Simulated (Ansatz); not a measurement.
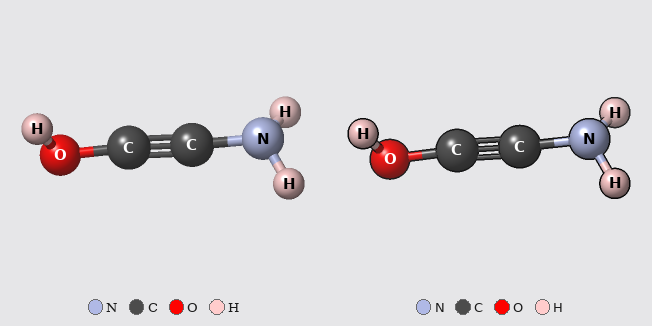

Two views of one molecule.

The computed structure is the end point of a PBE0-D4/def2-TZVP optimisation.

Count the atoms of each element.

C2H3NO, 7 atoms: 2 carbon, 3 hydrogen, 1 nitrogen and 1 oxygen.

Name some functional groups or characteristic bonds that it holds.

Among them: alkyne.

Describe its rings.

It has no ring.

The parts below concern this one geometry. Atoms keep their numbers from picture to picture.

## Geometry

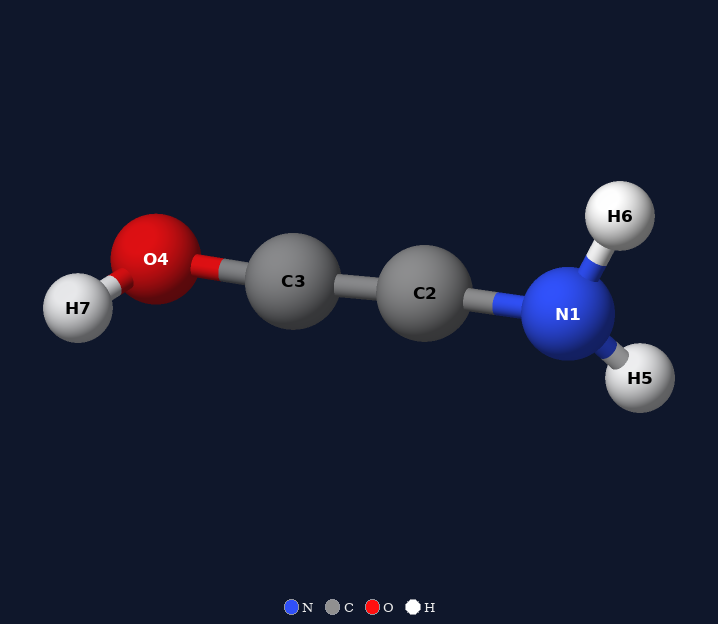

Atoms carry their numbers in the input.

Estimate the angles C2–N1–H5, H5–N1–H6, N1–C2–C3, C2–C3–O4, C3–O4–H7.

| angle | degrees |
| --- | --- |
| C2–N1–H5 | 114.8 |
| H5–N1–H6 | 111.6 |
| N1–C2–C3 | 175.4 |
| C2–C3–O4 | 173.6 |
| C3–O4–H7 | 109.7 |

## Charges

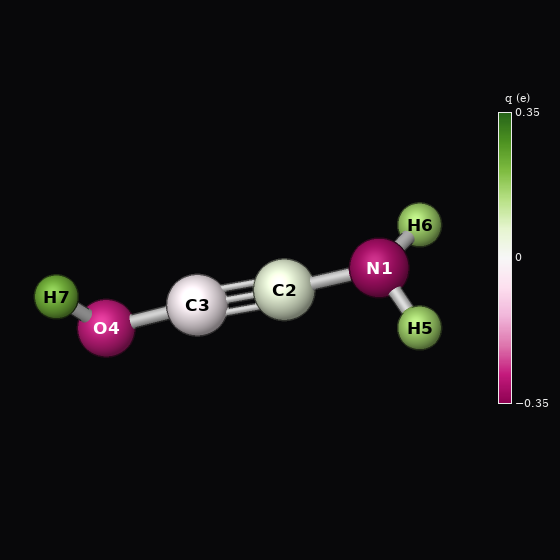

Atoms are coloured by their Mulliken charges. Properties computed with RKS B3LYP-D4/def2-TZVPP (Ansatz 0.2.0).

List the Mulliken charges.

```json
{"atom": "N1", "value (e)": "−0.31"}
{"atom": "C2", "value (e)": "0.05"}
{"atom": "C3", "value (e)": "−0.02"}
{"atom": "O4", "value (e)": "−0.28"}
{"atom": "H5", "value (e)": "0.17"}
{"atom": "H6", "value (e)": "0.17"}
{"atom": "H7", "value (e)": "0.23"}
```

## Levels of theory compared

Program: Ansatz 0.2.0.

At this fixed geometry, give vertical IP (eV), HOMO energy (eV) at these levels: B3LYP-D4/def2-TZVPP; PBE-D4/def2-TZVPP; PBE0-D4/def2-TZVPP; r2SCAN-D4/def2-TZVPP; ωB97M-V/def2-TZVPP; ωB97X-V/def2-TZVPP.

```tsv
level	vertical IP (eV)	HOMO energy (eV)
B3LYP-D4/def2-TZVPP	8.57	−5.90
PBE-D4/def2-TZVPP	8.39	−4.83
PBE0-D4/def2-TZVPP	8.53	−6.11
r2SCAN-D4/def2-TZVPP	8.37	−5.04
ωB97M-V/def2-TZVPP	8.60	−8.35
ωB97X-V/def2-TZVPP	8.60	−8.46
```

## Vibrations

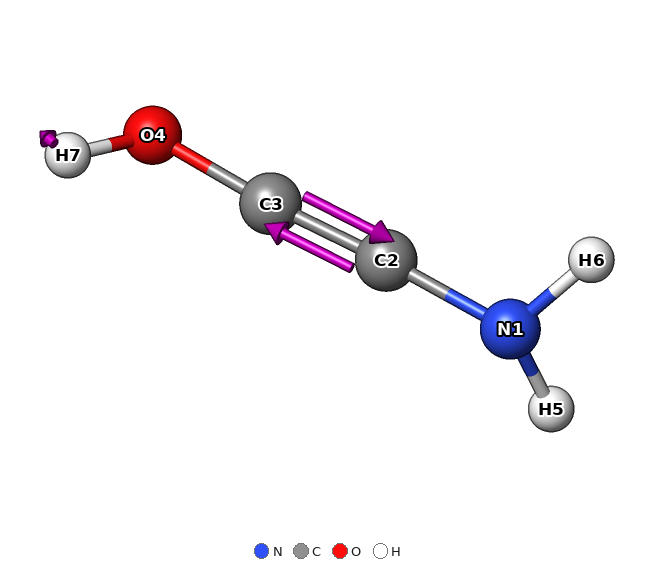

The arrows show one normal mode. Harmonic vibrations computed with RKS PBE0-D4/def2-TZVP (Ansatz 0.2.0) at a stationary point of the same level.

At what wavenumber does it lie?

2434 cm⁻¹; it is mode 12 of 15 counted from the lowest.

## Thermal motion

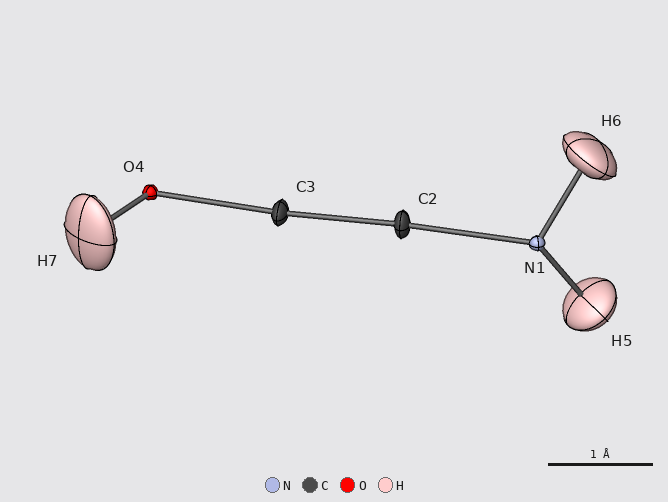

Displacement ellipsoids at the 50 % level, enlarged 1.5 times, from the internal vibrations of the free molecule (harmonic, no overall translation or rotation; no half-axis is drawn under 0.075 Å). Vibrations computed with RKS PBE0-D4/def2-TZVP (Ansatz 0.2.0). Temperature: 100 K.

List U_eq and the three principal root-mean-square amplitudes for each kind of atom.

```csv
atom,U_eq (Å²),rms amplitudes (Å)
N1,0.00098,"0.030, 0.030, 0.034"
C2,0.0024,"0.025, 0.052, 0.063"
C3,0.0026,"0.024, 0.051, 0.069"
O4,0.00094,"0.027, 0.031, 0.033"
"H5, H6",0.0142,"0.072, 0.126, 0.147"
H7,0.0180,"0.071, 0.137, 0.174"
```

Mulliken values depend strongly on the basis set and can even reverse the polarity of a bond.
